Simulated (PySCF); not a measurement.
C₃H₁₂GeSi, SMILES CCC[SiH2][GeH3] at its GFN2-xTB optimised geometry (Å):

```
17

C      1.5949    -0.6795    -1.2631
C      1.0145    -1.2987     0.0000
C     -0.5113    -1.2987     0.0000
Si    -1.2796     0.4450     0.0000
Ge    -0.0834     1.8270     1.4595
H      1.3244     0.3729    -1.3338
H      1.2167    -1.1913    -2.1458
H      2.6803    -0.7536    -1.2615
H      1.3790    -2.3258     0.0947
H      1.3754    -0.7423     0.8729
H     -0.8602    -1.8335     0.8864
H     -0.8713    -1.8630    -0.8618
H     -1.2852     1.0171    -1.3525
H     -2.6803     0.3362     0.4267
H      1.2421     2.3258     0.9576
H      0.2763     1.2230     2.7877
H     -0.7841     3.0941     1.8536
```

Level of theory: B3LYP/def2-SVP (PySCF 2.14.0).

Map of the HOMO amplitude (bohr^(-3/2)) on the plane z = 0.8 Å; orbital energy -7.96 eV, overall sign arbitrary:

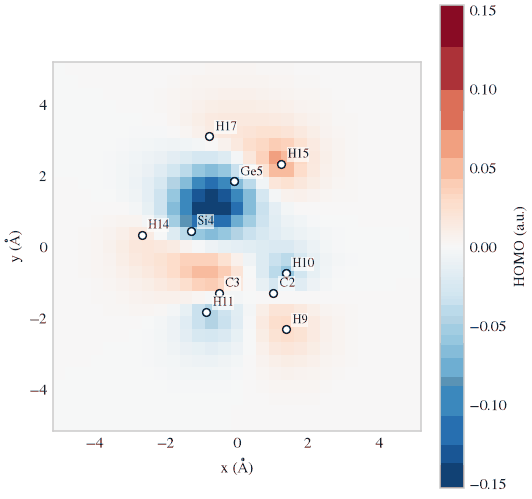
Fig. 1. HOMO amplitude (bohr^(-3/2)) on the plane z = 0.8 Å.
